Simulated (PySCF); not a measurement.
Molecule: SMILES [OH][Al]([OH])[S][Si](O)(O)O (H₅AlO₅SSi), singlet. Atoms near the plane z = 0.8 Å, at the PBE0/def2-SVP optimised geometry (x, y, z in Å): Si1 (1.3, 0.1, 0.0), O3 (2.3, 1.4, 0.1), S5 (0.1, -0.3, 1.6), Al6 (-1.5, 0.1, 0.0), O7 (-2.2, 1.6, 0.0), H10 (2.0, 2.1, 0.7), H12 (-3.2, 1.7, 0.1), H13 (-2.3, -2.1, -0.2).

Method: PBE0/def2-TZVP in PySCF. The values are rescaled to run from 0 to 1.

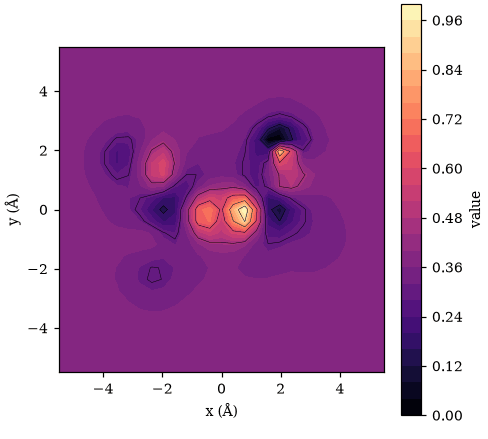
Fig. 1. a field on the plane z = 0.8 Å.

Problem. Which quantity is mapped?
(A) deformation density (molecule minus spherical neutral atoms)
(B) electron localisation function
(C) an orbital amplitude
(D) Laplacian of the electron density

Solution. A, deformation density (molecule minus spherical neutral atoms). In full: deformation density (molecule minus spherical neutral atoms) (e/bohr³).
